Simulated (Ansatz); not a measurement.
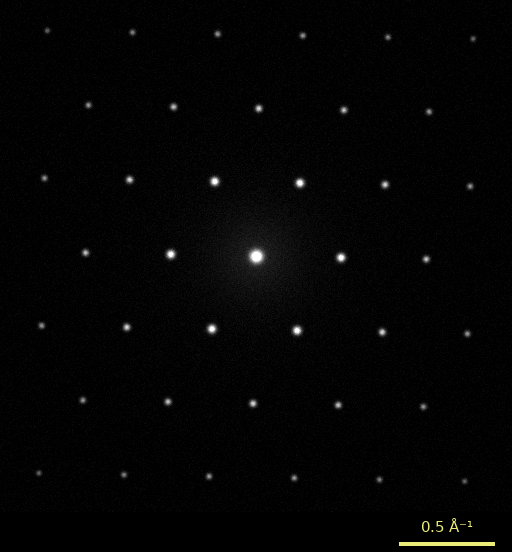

Simulated selected-area electron diffraction pattern (120 kV, kinematic approximation, thin crystal, B = 0.5 Å² for all atoms).

It belongs to SnGe2, space group Fm-3m (No. 225), a = 6.298 Å. Structure: coordinates from a relaxation (final pressure about 12 GPa) with DFT LDA, scalar-relativistic, plane waves, PAW in Ansatz; the starting structure was generated, so it need not be a known form of this composition.

| atom | site | symmetry | x | y | z |
| --- | --- | --- | --- | --- | --- |
| Sn | 4a | m-3m | 0.0000 | 0.0000 | 0.0000 |
| Ge | 8c | -43m | 0.2500 | 0.2500 | 0.7500 |

> Which low-index zone axis gives this pattern?

The spots form a hexagonal net with both shortest vectors at d = 2.23 Å, 60.0° apart. They index as -2 2 0 and -2 0 2, so the zone axis is [111] (or an equivalent direction of <111>).

> Which reflections of this zone are missing, and why?

The lattice centring (F) removes all reflections that break h + k = 2n, h + l = 2n.

> List the strongest reflections.

Strongest reflections with d > 0.80 Å, one of each family (|F|² from tabulated Gaussian fits of the electron scattering factors, times a small damping for the curvature of the Ewald sphere):

```tsv
hkl	d (Å)	I (strongest = 100)
2 0 -2	2.227	100
4 -2 -2	1.286	30
4 0 -4	1.113	21
6 -2 -4	0.842	9
```
